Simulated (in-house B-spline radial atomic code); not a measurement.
# Mo⁴⁺: ionisation energy by several methods

How far do functionals differ on the ionisation energy of Mo⁴⁺? Each run solves Mo⁴⁺ and then the next ion ([Kr] 4d1).

The numbers are computed with in-house B-spline radial atomic code version 1 (non-relativistic, several functionals, spin-polarised; spherical all-electron atom at the radial basis limit), except any that are marked as measured or tabulated.

## 1. The system

```
element       : molybdenum (Z = 42)
charge        : +4
electrons     : 38
configuration : [Kr] 4d2
nucleus       : point
```

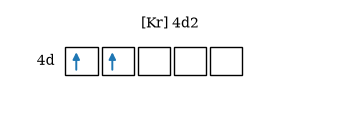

Outer shells as boxes.

Where spins are not typed, each open shell is filled with up spins first.

## 2. PBEsol

The run's settings:

```ini
Z = 42
electrons = 38.0
configuration = [Kr] 4d2
hamiltonian = nr
method = pbesol
spin_polarised = True
```

## 3. M06-L

The run's settings:

```ini
Z = 42
electrons = 38.0
configuration = [Kr] 4d2
hamiltonian = nr
method = m06l
spin_polarised = True
```

## 4. AM05

The run's settings:

```ini
Z = 42
electrons = 38.0
configuration = [Kr] 4d2
hamiltonian = nr
method = am05
spin_polarised = True
```

## 5. BP86

The run's settings:

```ini
Z = 42
electrons = 38.0
configuration = [Kr] 4d2
hamiltonian = nr
method = b88,p86
spin_polarised = True
```

## 6. revTPSS

The run's settings:

```ini
Z = 42
electrons = 38.0
configuration = [Kr] 4d2
hamiltonian = nr
method = revtpss,revtpss
spin_polarised = True
```

**Question.** The tabulated ionisation energy is 54.417 ± 0.019 eV (semi-empirical; NIST Atomic Spectra Database). What does each method give, and which comes nearest?

The runs gave:

| method | rung | total energy (hartree) | ΔSCF (eV) | −ε highest (eV) | ΔSCF less tabulated (eV) |
| --- | --- | --- | --- | --- | --- |
| PBEsol | GGA | -3971.6386 | 54.692 | 47.630 (4d up) | +0.275 |
| AM05 | GGA | -3969.9244 | 54.666 | 47.596 (4d up) | +0.249 |
| BP86 | GGA | -3974.5515 | 54.752 | 47.688 (4d up) | +0.335 |
| M06-L | meta-GGA | -3974.0766 | 54.378 | 47.389 (4d up) | -0.039 |
| revTPSS | meta-GGA | -3973.2345 | 54.520 | 47.480 (4d up) | +0.103 |

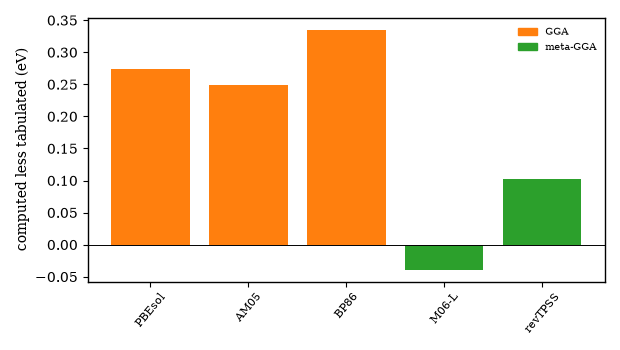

Error of each method against the tabulated value; one colour a rung.

Tables give 54.417 ± 0.019 eV (semi-empirical; NIST Atomic Spectra Database) for the ionisation energy. M06-L misses by -0.039 eV, the least, and BP86 by +0.335 eV (0.62 %), the most. These runs lack relativity altogether, which can outweigh the gaps between the methods, so the nearest may be so by luck. These runs leave out relativity, which matters at this nuclear charge. Open shells are averaged (over orientations, and over spins where the run is restricted), while tables refer to the lowest levels. For the semilocal functionals minus the highest level recovers only 87 % of their own ΔSCF value, a mark of self-interaction.
